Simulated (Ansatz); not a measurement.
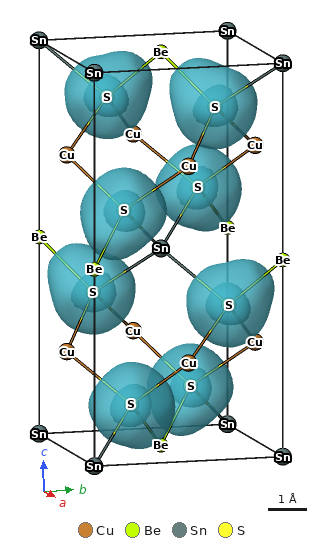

*BeCu₂SnS₄. Isosurface of the ELF at 0.7 (cyan), seen slightly off an axis. Core shells and regions of very low density are left out. Sticks mark near contacts.*

Space group I-42m; started from the stannite prototype, which need not be the ambient phase; changed on purpose from its base cell (shaken); computed without spin polarisation.

Computed with DFT, PBEsol, plane waves, PAW (Ansatz).

In a PAW calculation such maps are meaningful between the atoms, not at the nuclei.

```xyz
16
Lattice="-0.0009 5.2063 -0.0006 -5.2039 0.0009 0.0001 -0.0003 -0.0012 10.5874" Properties=species:S:1:pos:R:3 pbc="T T T"
Cu   -2.6015    0.0010    2.6463
Cu   -5.2041    2.6040    7.9397
Cu   -2.6020    0.0002    7.9404
Cu   -5.2042    2.6044    2.6465
Be   -2.6024    2.6036   -0.0002
Be   -0.0002   -0.0006    5.2937
Sn   -0.0004   -0.0012   10.5869
Sn   -2.6026    2.6030    5.2930
S    -3.7581    1.4476    1.3473
S    -1.1568    4.0497    6.6406
S    -1.1556    1.1565    3.9463
S    -3.7581    3.7595    9.2398
S    -4.0484    4.0507    3.9460
S    -1.4462    1.4465    9.2399
S    -4.0485    1.1566    6.6410
S    -1.4468    3.7598    1.3470
```

Where are the electrons localised?

Answer. At this value the surface marks out eight regions wrapped around S (the valence shell of each), counted in one cell of 16 atoms. Any copies at cell faces, edges or corners count once.

Values along the shortest contacts:
Be–S (2.12 Å): the ELF peaks at about 0.95 between the atoms, as expected for a polar covalent bond. Cu–S (2.26 Å): the ELF peaks at about 0.90 in the valence shell of S, 0.8 Å from its nucleus, and is about 0.45 at the midpoint.
